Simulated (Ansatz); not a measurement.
Input file:

```
crystal:
  periodic: [false, false, false]
  atoms:
    - symbol: F
      position_ang: [0.731108, -1.797950, 0.182068]
    - symbol: Li
      position_ang: [-0.209866, 1.090268, 0.358083]
    - symbol: N
      position_ang: [0.801189, 0.575219, -0.997368]
    - symbol: S
      position_ang: [1.528461, -0.309691, 0.128657]
    - symbol: H
      position_ang: [1.182551, 0.418055, -1.922935]
basis:
  gaussian: {orbitals: def2-TZVPD}
magnetization: {spin_polarized: false}
hamiltonian: {xc: {name: PBE0}}
output: {forces: true, orbitals: {seedname: orbitals}}
```

Launched as:

```sh
ansatz run input.yaml --threads 2 --pin off --max-ram 4350MiB --events-out events.jsonl --progress --plain --runs-dir runs
```

Geometry: PBE0-D4/def2-TZVP.

These are results of isolated molecule in a Gaussian basis; Kohn-Sham density functional theory, functional PBE0 (Ansatz 0.2.0), not measurements.

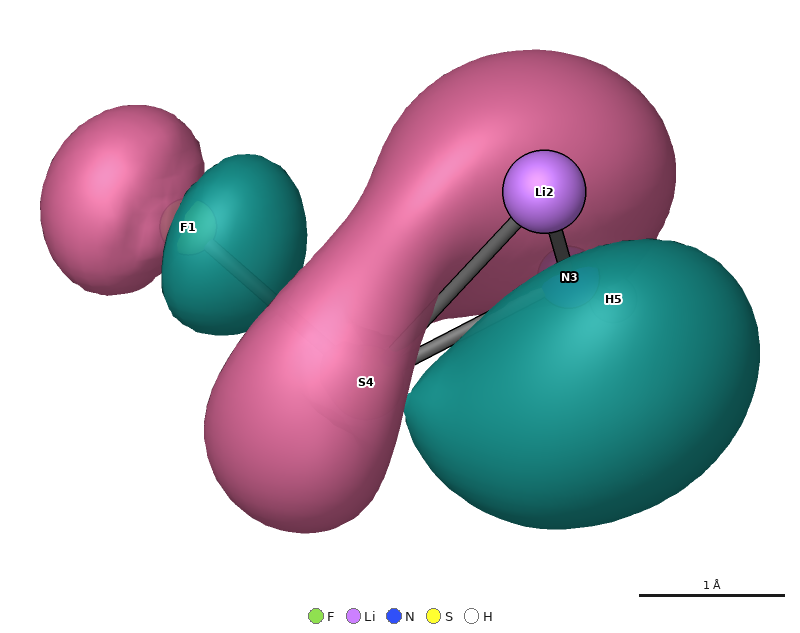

FHLiNS. The HOMO−1 at ±0.1 Å⁻³ᐟ² (teal and pink are the two phases), seen from one side.

Describe this orbital and give its energy.

Answer. It lies mainly on N3 (about 55 %), S4 (about 20 %) and F1 (about 15 %). Its energy is −7.44 eV.
